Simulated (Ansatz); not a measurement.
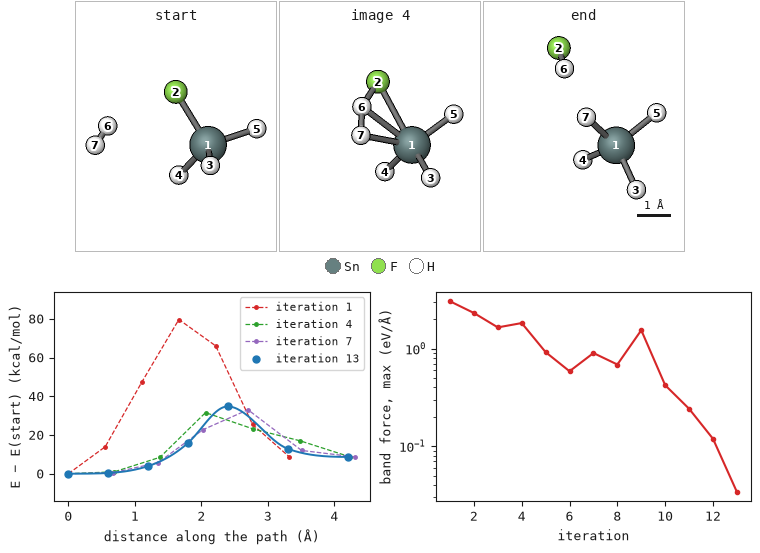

A nudged-elastic-band calculation for SnH5F, made up at the start of SnH$_{3}$F and H₂. Images are numbered from 0 (start) to 6 (end). The plot follows the band through its iterations. A ball-and-stick model, seen at a tilt.

Level of theory: RKS r2SCANh-D4/def2-TZVP (Ansatz 0.2.0). Run with 5 movable images; climbing image; force threshold 0.05 eV/Å; iteration limit 60; starting path by straight interpolation.

How did the profile develop, and is the result final?

Answer. The run is converged, with reservations. The band converged in 13 iterations. The largest component of the band force went from 3.1 to 0.034 eV/Å. The climbing image converged on the top of the path. Its curvatures weren't checked. The straight starting path can push atoms close together and costs iterations. The first iteration put the highest image at 79.6 kcal/mol. The energy climbs by 34.7 kcal/mol to image 4 and then falls by 26.1 kcal/mol, so the end point sits at +8.7 kcal/mol.

Limits of the set-up: the start holds two separate molecules, 2.5 Å apart at their closest, whose relative position is a soft coordinate.
